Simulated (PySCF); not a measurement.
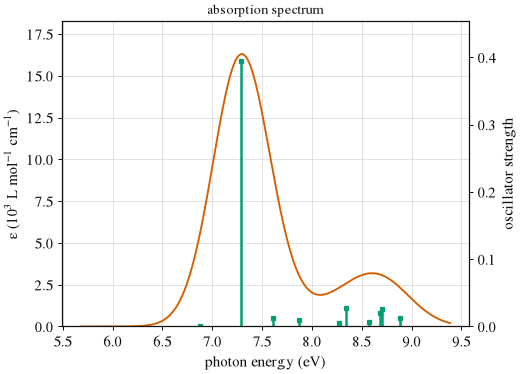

Computed absorption of C₃H₅F₃Ge, SMILES C=[CH][GeH2][C](F)(F)F, singlet. Vertical TDDFT excitations, CAM-B3LYP/def2-SVPD with PySCF, at a PBE0-D3(BJ)/def2-SVP geometry (no frequency check), gas phase. The lowest 10 singlet states are shown; each is broadened by a Gaussian of 1/e half-width 0.40 eV. Sticks give oscillator strengths (right axis).

Q: Which of the computed transitions is the brightest, and what character does the calculation give it?

A: S2 at 7.29 eV (170 nm), f = 0.394, mainly HOMO → LUMO (96 %).

Q: Where is the maximum of the broadened curve, and how high is it?

A: At about 7.3 eV (170 nm), with ε near 16000 L mol⁻¹ cm⁻¹.

Q: Where is the lowest singlet, and is it bright?

A: S1 lies at 6.88 eV (180 nm) with f = 0.001, mainly HOMO−1 → LUMO (79 %); it is dark or nearly so.

Known limits of this run: one conformer of a flexible molecule; core orbitals are frozen in the response.
